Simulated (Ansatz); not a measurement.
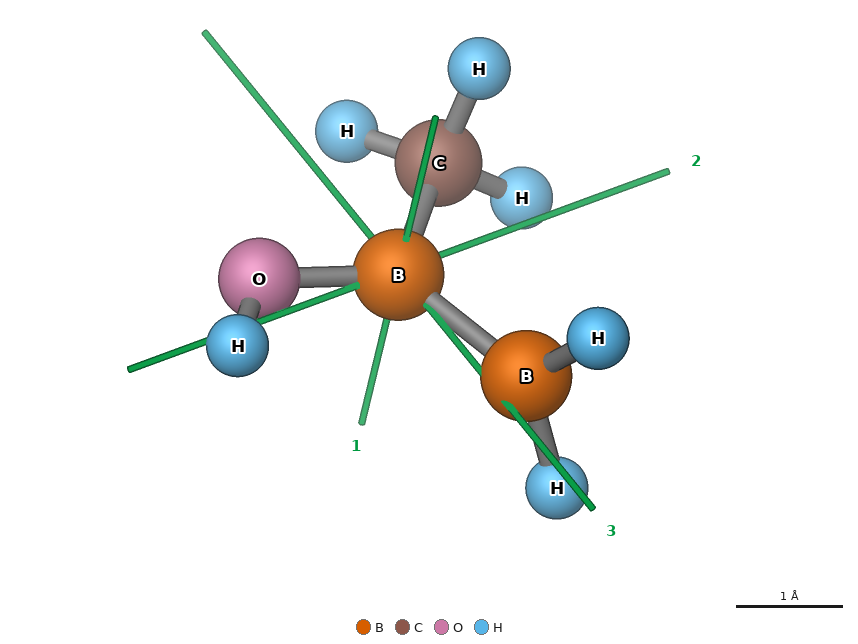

The three principal axes of inertia are drawn and numbered. Distant atoms are faded towards the background colour. The geometry was computed by an optimisation with PBE0-D4/def2-TZVP. Masses are those of the most abundant isotopes; constants are for the rigid equilibrium geometry.

> Which line is the a axis (least moment of inertia), which b and which c?

a is line 3, b is line 2, c is line 1; the moments are 59.1, 67.0, 119 u Å².

> Classify the rotor and give the rotational constants (cm⁻¹).

An asymmetric top (C1): A = 0.285, B = 0.252, C = 0.142 cm⁻¹. Ray's parameter κ is 0.53, nearer the oblate limit.
